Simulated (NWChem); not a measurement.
# HF/aug-cc-pVDZ (tol2e 1e-10) run of BClF2 (chlorodifluoroborane)

Aim: the electronic atomisation energy of BClF2 (chlorodifluoroborane) at HF/aug-cc-pVDZ (tol2e 1e-10), from 4 runs. 

The calculation is run with NWChem 7.3.0.

12 further runs of the same task are left out: 3 that didn't finish, 9 set aside as unsound or not needed.

### Step 1. The structure to begin with

BClF2 has 4 atoms, charge 0, and is taken as a singlet. As SMILES, `FB(F)Cl`. The shape is that of a PBE0-D4/def2-TZVP optimisation.

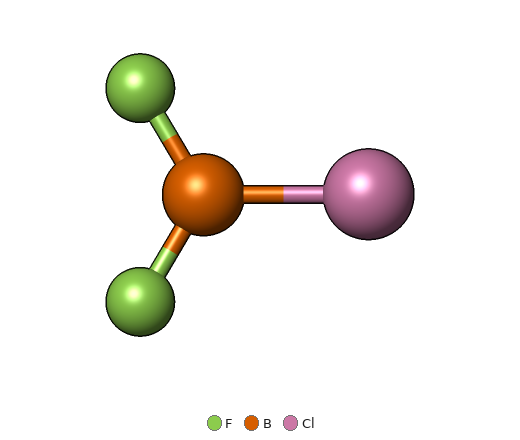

The structure, seen from a chosen angle (fluorine green, boron orange, chlorine pink).

### Step 2. The energy at HF/aug-cc-pVDZ (tol2e 1e-10) (run 1)

File struct.nw:

```
start struct
memory stack 880 mb heap 220 mb global 1100 mb
charge 0
geometry noautosym nocenter noautoz
  F    -0.173700   -1.254300   -0.546300
  B    -0.067100   -0.041300   -0.062000
  F    -1.011600    0.830100   -0.317700
  Cl    1.307900    0.405300    0.905700
end
basis spherical bse
  * library aug-cc-pVDZ
end
scf
  thresh 1e-08
  maxiter 80
  tol2e 1e-10
  print low
end
task scf energy
```

Command:

```
$ nwchem struct.nw > struct.out
```

Output:

```text
[...]
  functions       =    96
[...]
  wavefunction    = RHF
[...]
         Total SCF energy =   -683.257259994491
      One-electron energy =  -1229.316653942988
      Two-electron energy =    403.923082899712
 Nuclear repulsion energy =    142.136311048785
        Time for solution =     38.4s
 Task  times  cpu:       39.8s     wall:       39.8s
[...]
```

Run time: 41 s. Hardware: 1 thread of Intel Xeon Platinum 8488C (Sapphire Rapids), shared host; peak memory 0.097 GiB.

### Step 3. The B atom (run 2)

File b.nw:

```
start b
memory total 2200 mb

geometry noautosym nocenter noautoz
 B        0.000000       0.000000       0.000000
end

basis "ao basis" spherical bse
 * library aug-cc-pVDZ
end

scf
 nopen 1
 uhf
 thresh 1e-08
 maxiter 80
 tol2e 1e-10
 print low
end

task scf
```

Run the same way, it converges to -24.53057 Eh (log not shown).

### Step 4. The Cl atom (run 3)

File test.nw:

```
start test
memory stack 880 mb heap 220 mb global 1100 mb

geometry noautosym nocenter noautoz
Cl       0.000000       0.000000       0.000000
end

basis "ao basis" spherical bse
* library aug-cc-pVDZ
end

scf
doublet
uhf
thresh 1e-08
maxiter 80
tol2e 1e-10
print low
end

task scf energy
```

Run the same way, it converges to -459.47278 Eh (log not shown).

### Step 5. The F atom (run 4)

File f.xyz:

```xyz
1

F      0.000000     0.000000     0.000000
```

File f.nw:

```
START f
memory total 2200 mb

GEOMETRY noautosym nocenter noautoz
load f.xyz
END

BASIS spherical bse
* library aug-cc-pVDZ
END

SCF
doublet
uhf
thresh 1e-08
maxiter 80
tol2e 1e-10
print low
END

TASK scf energy
```

Command:

```
$ nwchem f.nw > f.out
```

Output:

```text
[...]
  functions       =    23
[...]
  wavefunction    = UHF
[...]
         Total SCF energy =    -99.381091792937
      One electron energy =   -139.126400974854
      Two electron energy =     39.745309181917
 Nuclear repulsion energy =      0.000000000000
                       Sz =      0.5000
                 Sz(Sz+1) =      0.7500
                      S^2 =      0.7536
[...]
```

Wall time 0.85 s (1 thread of Intel Xeon Platinum 8488C (Sapphire Rapids), shared host); peak memory 0.099 GiB.

### Step 6. The series

```
run                          level  partner  energy (Eh)  wall time
  1   HF/aug-cc-pVDZ (tol2e 1e-10)     base  -683.257260       41 s
  2  UHF/aug-cc-pVDZ (tol2e 1e-10)    atoms   -24.530574     0.86 s
  3  UHF/aug-cc-pVDZ (tol2e 1e-10)    atoms  -459.472781      2.6 s
  4  UHF/aug-cc-pVDZ (tol2e 1e-10)    atoms   -99.381092     0.85 s
```

### Step 7. What came out

Level: HF/aug-cc-pVDZ (tol2e 1e-10).

```
                     quantity         value
         F atom: total energy  -99.38109 Eh
                 F atom: ⟨S²⟩         0.754
electronic atomisation energy     13.380 eV
```

Taking the molecule apart into free atoms costs 13.38 eV (309 kcal/mol), before zero-point energy and without spin-orbit coupling. Hartree–Fock lacks the correlation of the bonding pairs, which as a rule makes this value much too low; in minimal bases other errors can mask that. All runs together took 45 s, the longest 41 s.
